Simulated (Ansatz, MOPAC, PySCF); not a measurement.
CH4 (SMILES C) and CH3NO (SMILES NC=O) are pulled apart as rigid monomers along the line of their centres of mass, from the B3LYP-D3(BJ)/def2-TZVP minimum. Starting geometry (charge 0, multiplicity 1):
```csv
atom,x (Å),y (Å),z (Å)
C,-0.0189,0.0255,-0.1036
H,0.6967,0.0802,0.7159
H,0.5120,0.0247,-1.0546
H,-0.6021,-0.8929,-0.0250
H,-0.6842,0.8892,-0.0721
N,-1.0927,0.0625,3.3159
C,0.1138,0.1395,3.9281
O,1.1815,0.1744,3.3586
H,-1.1386,0.0315,2.3100
H,-1.9438,0.0385,3.8485
H,0.0266,0.1679,5.0298
```

Interaction energies with rigid monomers; basis-set methods are counterpoise corrected unless marked otherwise.

Rows in 6-31G* carry no dispersion term and start afresh at each structure (6-31G* with six Cartesian d functions). The state that AM1 reach isn't checked.

Codes used: Ansatz (Gaussian orbitals); MOPAC for AM1 (differences of heats of formation); PySCF for 6-31G* rows, the dispersion terms. 

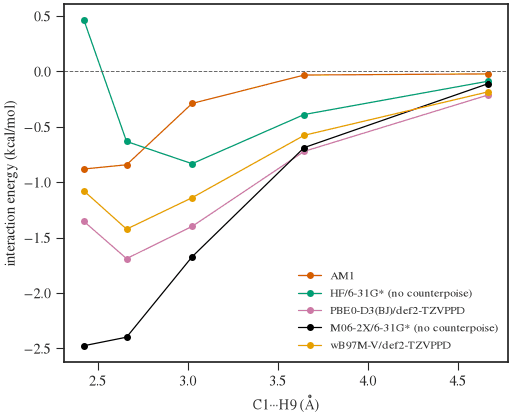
Figure. Interaction energy against separation

Task: Which level binds most strongly at C1···H9 = 2.66, and by how much?

Result: M06-2X/6-31G* (no counterpoise), -2.4 kcal/mol.

Ansatz is a quantum-chemistry and plane-wave program.
